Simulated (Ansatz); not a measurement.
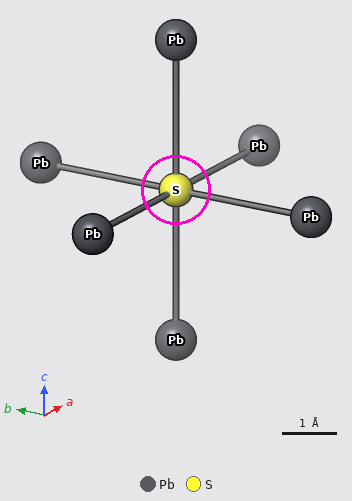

Perfect PbS. Style: ball-and-stick. Shown: the atoms within 3.3 Å of one point, from a free direction.

Computed with DFT, PBE, plane-wave PAW, default files, scalar-relativistic in Ansatz. Settings: plane-wave cutoff 420 eV; k-point mesh 2 × 2 × 2; occupations fermi dirac; smearing width 0.01 eV; no spin polarisation. A uniform background neutralises the charged cell. The axes drawn are those of the host's conventional cell.

A sulfur atom is replaced by phosphorus at the ringed place, in charge state −1. The supercell has 54 sites, and the atoms are relaxed at the host's cell.

**How do the neighbours respond?**

In the host the S atom has 6 Pb at 2.97 Å; the P atom ends with 6 Pb at 2.88 Å. Of the host's atoms, a lead atom moves furthest from its site, by 0.08 Å. Relaxing the atoms from the host's sites lowers the energy by 0.17 eV.

The relaxed defect, seen from the same direction:

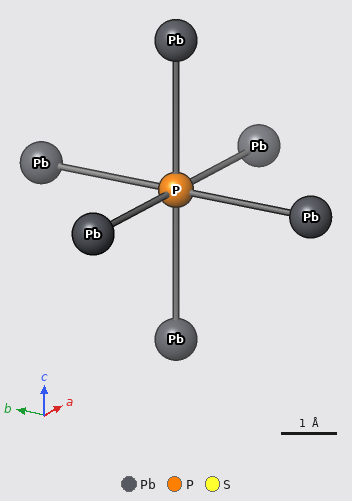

Limits of the set-up: the cell is charged, on a uniform background, and energies carry no finite-size correction.
